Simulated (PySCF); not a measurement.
# PH3 (phosphine) at 4 levels

We compute a comparison of 4 runs (PBE/6-31G, r2SCAN/6-31G, UMP2/6-31G, UCCSD(T)/6-31G) of PH3 (phosphine). The job is set up through a Python script.

Program for the calculation: PySCF 2.14.0.

4 further runs of the same task are left out: 4 set aside as unsound or not needed.

### 1 Starting point

PH3 has 4 atoms, charge 0, and is taken as a singlet. As SMILES, `P`. The P1–H3 distance was set to 2.556 Å, away from the relaxed value. At this shape a bond of the SMILES string is far longer than usual.

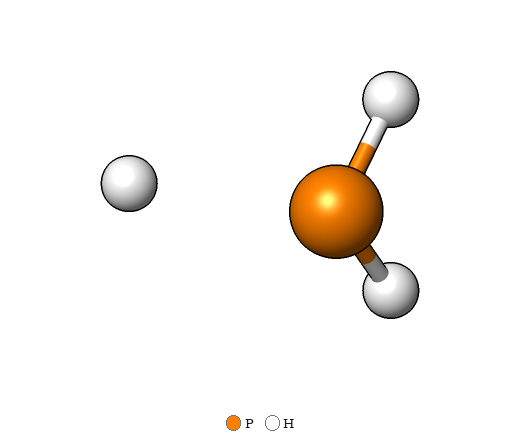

The structure, seen from a chosen angle (phosphorus orange, hydrogen white).

### 2 The energy at PBE/6-31G (run 1)

run.py

```python
from pyscf import gto, dft

mol = gto.M(
    atom=[
    ('P', (1.427218, -0.057296, -0.553284)),
    ('H', (1.712118, 0.235204, 0.806516)),
    ('H', (-1.005500, -0.663000, -0.057200)),
    ('H', (1.109918, 1.292704, -0.857384)),
],
    max_memory=1860,
    verbose=3,
    charge=0,
    basis='6-31g',
    spin=0,
)

mf = dft.RKS(mol, xc='pbe')
mf.grids.level = 5
mf.conv_tol = 1e-10
mf.kernel()
if not mf.converged:
    mf = mf.newton().run(mf.mo_coeff, mf.mo_occ)

energy = mf.e_tot
print('E(%s) = %.9f' % ('PBE', energy))
```

Launch:

```console
$ OMP_NUM_THREADS=1 python run.py
```

What it wrote:

```text
converged SCF energy = -342.81162499719
E(PBE) = -342.811624997
```

Wall time 2.2 s (1 thread of Arm Neoverse V1, shared host); peak memory 0.18 GiB.

### 3 The energy at r2SCAN/6-31G (run 2)

input.py

```python
from pyscf import gto, dft

molecule = gto.M(
    atom='''
P      1.427218    -0.057296    -0.553284
H      1.712118     0.235204     0.806516
H     -1.005500    -0.663000    -0.057200
H      1.109918     1.292704    -0.857384
''',
    charge=0,
    verbose=3,
    max_memory=1860,
    basis='6-31g',
)

mf = dft.RKS(molecule, xc='r2scan')
mf.grids.level = 5
mf.conv_tol = 1e-10
mf.kernel()
if not mf.converged:
    mf = mf.newton().run(mf.mo_coeff, mf.mo_occ)

etot = mf.e_tot
print('E(%s) = %.9f' % ('R2SCAN', etot))
```

Launch:

```console
$ OMP_NUM_THREADS=1 python input.py
```

What it wrote:

```text
converged SCF energy = -342.941603185982
E(R2SCAN) = -342.941603186
```

Run time: 2.8 s. Hardware: 1 thread of Arm Neoverse V1, shared host; peak memory 0.18 GiB.

Run 3 isn't shown in full; the table further down has it.

### 4 A single-point energy at UCCSD(T)/6-31G (run 4)

mol.xyz

```xyz
4

P      1.427218    -0.057296    -0.553284
H      1.712118     0.235204     0.806516
H     -1.005500    -0.663000    -0.057200
H      1.109918     1.292704    -0.857384
```

input.py

```python
from pyscf import gto, cc

molecule = gto.Mole()
molecule.atom = 'mol.xyz'
molecule.max_memory = 1860
molecule.spin = 0
molecule.verbose = 3
molecule.basis = '6-31g'
molecule.build()

calc0 = molecule.UHF()
calc0.conv_tol = 1e-10
calc0.kernel()
if not calc0.converged:
    calc0 = calc0.newton().run(calc0.mo_coeff, calc0.mo_occ)
for _ in range(3):
    mo, _, stable, _ = calc0.stability(return_status=True)
    if stable:
        break
    calc0.kernel(calc0.make_rdm1(mo, calc0.mo_occ))

mycc = cc.CCSD(calc0, frozen=5)
mycc.kernel()
e_t = mycc.ccsd_t()
e_tot = mycc.e_tot + e_t
print('Final energy', e_tot)
```

Launch:

```console
$ OMP_NUM_THREADS=1 python input.py
```

What it wrote:

```text
converged SCF energy = -342.266069016036  <S^2> = 3.6433079e-12  2S+1 = 1
<class 'pyscf.scf.uhf.UHF'> wavefunction has an internal instability
converged SCF energy = -342.315048393538  <S^2> = 0.84959473  2S+1 = 2.0972313
<class 'pyscf.scf.uhf.UHF'> wavefunction is stable in the internal stability analysis
E(UCCSD) = -342.394924972771  E_corr = -0.07987657923312397
UCCSD(T) correction = -0.00251257976235591
Final energy -342.39743755253335
```

It took 1 s on 1 thread of Arm Neoverse V1, shared host; peak memory 0.12 GiB.

### 5 The series

| run | level | integration grid | frozen core orbitals | energy (Eh) | dipole moment (D) of the reference | HOMO energy (eV) | LUMO energy (eV) | wall time |
| --- | --- | --- | --- | --- | --- | --- | --- | --- |
| 1 | PBE/6-31G | 5 | – | -342.811625 | 1.50 | -6.53 | -4.10 | 2.2 s |
| 2 | r2SCAN/6-31G | 5 | – | -342.941603 | 1.53 | -6.80 | -4.13 | 2.8 s |
| 3 | UMP2/6-31G | – | 5 | -342.364238 | 1.21 | -10.33 | 1.13 | 0.8 s |
| 4 | UCCSD(T)/6-31G | – | 5 | -342.397438 | 1.21 | -10.33 | 1.13 | 1 s |

### 6 Summary of results

| quantity | value |
| --- | --- |
| run 4: total energy | -342.39744 Eh |
| run 4: dipole moment (Hartree–Fock density) | 1.21 D |
| run 4: HOMO energy (Hartree–Fock orbitals) | -10.33 eV |
| run 4: LUMO energy (Hartree–Fock orbitals) | 1.13 eV |
| run 4: HOMO–LUMO gap (Hartree–Fock orbitals) | 11.46 eV |
| run 4: correlation energy (5 core orbitals frozen) | -82.4 mEh |
| run 4: (T) correction | -2.51 mEh |
| run 4: ⟨S²⟩ of the reference determinant | 0.850 |
| run 4: T1 diagnostic | 0.091 |

What this shows: Totals of different functionals can't be ranked against each other. In runs 1, 2 a closed-shell determinant meets a far-stretched bond, which it describes badly. Spin contamination of the reference: run 3 ⟨S²⟩ = 0.85, run 4 ⟨S²⟩ = 0.85. Where it is this large, the reference is a mixture of spin states, and values that rest on it are in doubt. All runs together took 6.8 s, the longest 2.8 s.
